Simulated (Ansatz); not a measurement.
A series of calculations on C2H8Sn

### Relaxation

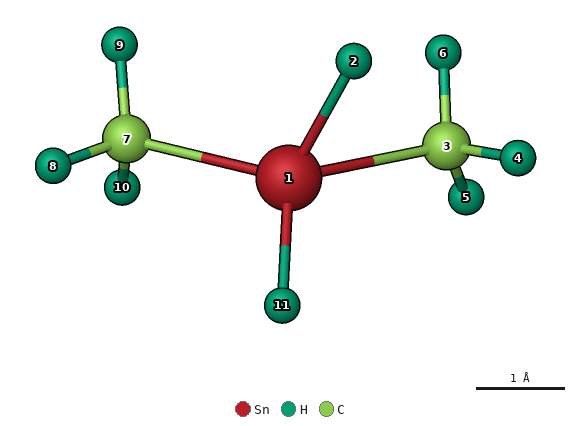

Starting structure of C2H8Sn. Style: ball-and-stick. Shown from a free direction.

The run prepares an end point of a later path (reaction) calculation, from a guessed geometry.

All numbers below come from RKS PBE0-D4/def2-SVP in Ansatz.

The input:
```yaml
crystal:
  periodic: [false, false, false]
  atoms:
    - { symbol: Sn, position_ang: [0.0901, -0.040633, 0.092327] }
    - { symbol: H, position_ang: [0.364426, -0.129691, 1.787696] }
    - { symbol: C, position_ang: [2.212642, 0.061453, 0.323975] }
    - { symbol: H, position_ang: [2.500378, -0.880231, 0.812665] }
    - { symbol: H, position_ang: [2.855875, 0.219509, -0.556193] }
    - { symbol: H, position_ang: [2.383563, 0.877919, 1.037681] }
    - { symbol: C, position_ang: [-0.91609, 1.733311, -0.566407] }
    - { symbol: H, position_ang: [-1.982232, 1.518003, -0.716763] }
    - { symbol: H, position_ang: [-0.810753, 2.537412, 0.172307] }
    - { symbol: H, position_ang: [-0.479158, 2.061817, -1.519676] }
    - { symbol: H, position_ang: [-0.53775, -1.453368, -0.641512] }
basis:
  gaussian: { orbitals: def2-SVP }
hamiltonian:
  xc: pbe0
  dispersion: d4
relax:
  f_tol: 0.03
  max_steps: 50
output:
  orbitals: {}
```

Launched with:
```bash
ansatz run input.yaml --threads 2 --pin off --max-ram 3072MiB --backend cpu --events-out ev --progress --plain --runs-dir out
```

Question: What does the optimiser find from here?

Answer: After 6 geometry steps the energy has fallen by 0.639 eV. Largest force component: 1.3 eV/Å at the start, 0.0049 eV/Å at the end. H2 moves most after the best rigid fit: 0.85 Å. By element the largest moves are H 0.85 Å, Sn 0.21 Å, C 0.12 Å. Some distances before and after: Sn1–C3 2.138 → 2.153 Å, Sn1–H11 1.711 → 1.721 Å. Bond angles that change, for instance: H2–Sn1–C3 74.8° → 109.7°, Sn1–C3–H5 120.0° → 109.9°, C3–Sn1–C7 117.4° → 109.8°.

Final geometry:

```xyz
11

Sn    0.0972   -0.0765    0.3018
H    -0.4579   -0.3142    1.9126
C     2.2406    0.1262    0.2948
H     2.7144   -0.7823    0.6925
H     2.5977    0.2905   -0.7320
H     2.5414    0.9825    0.9152
C    -0.8064    1.6961   -0.5208
H    -1.8945    1.5675   -0.6088
H    -0.6041    2.5594    0.1293
H    -0.3929    1.9003   -1.5189
H    -0.3544   -1.4442   -0.6394
```

The end point in the same view:

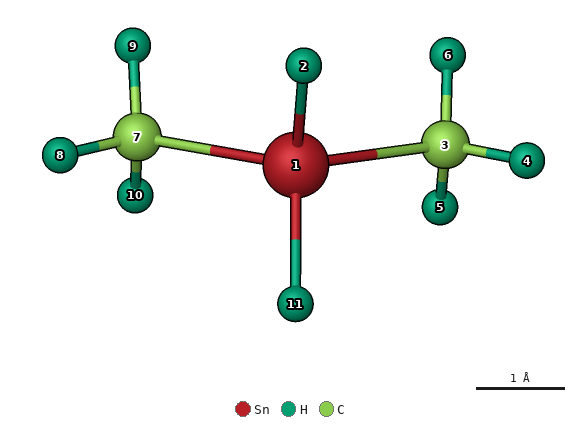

### Relaxation

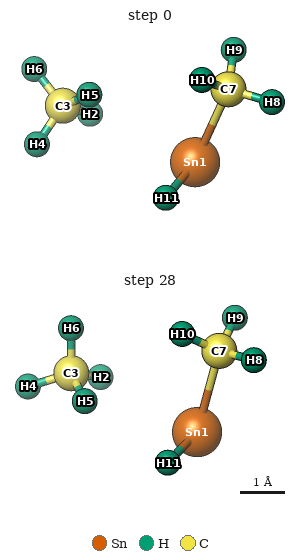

The structure of C2H8Sn before (top) and after (bottom) a relaxation, at one scale.

The picture is a ball-and-stick view, seen at a tilt.

The run prepares an end point of a later path (reaction) calculation, from a guessed geometry.

Theory: RKS PBE0-D4/def2-SVP in Ansatz.

The input:
```yaml
crystal:
  periodic: [false, false, false]
  atoms:
    - { symbol: Sn, position_ang: [-0.969634, -0.213482, 0.357613] }
    - { symbol: H, position_ang: [1.618099, -0.025211, 1.741645] }
    - { symbol: C, position_ang: [2.32968, -0.000328, 0.897621] }
    - { symbol: H, position_ang: [2.620343, -1.025755, 0.633559] }
    - { symbol: H, position_ang: [1.883401, 0.496008, 0.022229] }
    - { symbol: H, position_ang: [3.216239, 0.571329, 1.203552] }
    - { symbol: C, position_ang: [-1.081991, 1.70843, -0.733019] }
    - { symbol: H, position_ang: [-2.111187, 1.778646, -1.141088] }
    - { symbol: H, position_ang: [-0.938853, 2.571039, -0.059513] }
    - { symbol: H, position_ang: [-0.378215, 1.767497, -1.581885] }
    - { symbol: H, position_ang: [-0.506881, -1.122671, -1.114613] }
basis:
  gaussian: { orbitals: def2-SVP }
hamiltonian:
  xc: pbe0
  dispersion: d4
relax:
  f_tol: 0.03
  max_steps: 50
```

Run as
```bash
ansatz run input.yaml --threads 2 --pin off --max-ram 3072MiB --backend cpu --events-out ev --progress --plain --runs-dir out
```

Summarise the run.

The atom that moves furthest after the best rigid fit is H6 (1.12 Å). By element the largest moves are H 1.12 Å, C 0.30 Å, Sn 0.12 Å. Some distances before and after: Sn1–C3 3.350 → 3.223 Å, Sn1–C7 2.213 → 2.207 Å, C7–H8 1.109 → 1.104 Å. Over 23 accepted moves (28 points after the start) the energy falls by 0.83 kcal/mol. The largest force component goes from 0.13 to 0.021 eV/Å. The line search rejected the trial steps at points 2, 12, 13, 20, 27 of the run. The forces were under the threshold at step 14, but the run went on from there.

Limits of the set-up: the start holds two separate molecules, 2.9 Å apart at their closest, whose relative position is a soft coordinate.

### Path

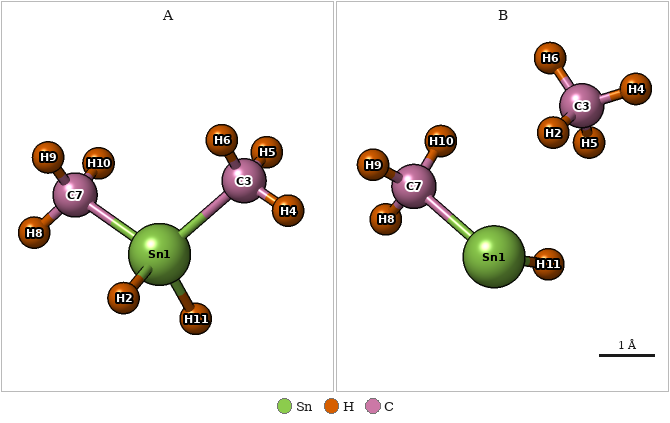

The two relaxed end points of a path for C₂H₈Sn. The picture is a ball-and-stick view, seen at a tilt.

Theory: Ansatz 0.2.0, RKS PBE0-D4/def2-SVP.

Settings: 7 movable images; climbing image; force threshold 0.03 eV/Å; iteration limit 60.

Start:
```xyz
11

Sn    0.0969   -0.0749    0.3052
H    -0.4538   -0.3064    1.9184
C     2.2406    0.1243    0.2912
H     2.7140   -0.7837    0.6906
H     2.5950    0.2846   -0.7371
H     2.5446    0.9821    0.9080
C    -0.8062    1.6966   -0.5206
H    -1.8947    1.5695   -0.6049
H    -0.6006    2.5616    0.1261
H    -0.3952    1.8968   -1.5205
H    -0.3597   -1.4449   -0.6302
```

End:
```xyz
11

Sn   -0.9995   -0.4073    0.3181
H     1.4396    0.0740    1.5357
C     2.1635    0.0733    0.7040
H     3.0273   -0.5333    1.0063
H     1.7359   -0.3621   -0.2134
H     2.4727    1.1071    0.5004
C    -0.9255    1.6499   -0.4769
H    -1.7122    1.7486   -1.2449
H    -1.1033    2.4017    0.3054
H     0.0379    1.8521   -0.9698
H    -0.4554   -1.0985   -1.2389
```

Q: Predict the minimum-energy path and its barrier.

A: The energy climbs by 2.37 eV to image 3 and then falls by 2.00 eV, so the end point sits at +0.38 eV. Breaking: Sn1–C3 (2.15 → 2.48 at the top → 3.22 Å), Sn1–H2 (1.72 → 1.72 at the top → 2.77 Å). Forming: H2–C3 (3.18 → 1.77 at the top → 1.10 Å). The band converged in 19 iterations. The largest component of the band force went from 6.5 to 0.019 eV/Å. The climbing image converged on the top of the path. Its vibrational analysis gives one imaginary mode (1151i cm⁻¹), as a transition state must have.

Energies of the converged images:

```
image  path (Å)  E (eV)
    0      0.00   0.000
    1      0.65   0.124
    2      1.31   1.037
    3      1.96   2.374
    4      2.59   0.830
    5      3.22   0.406
    6      3.85   0.388
    7      4.49   0.381
    8      5.12   0.377
```

The geometry at the top of the path:

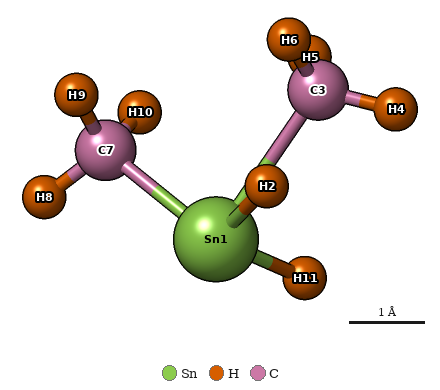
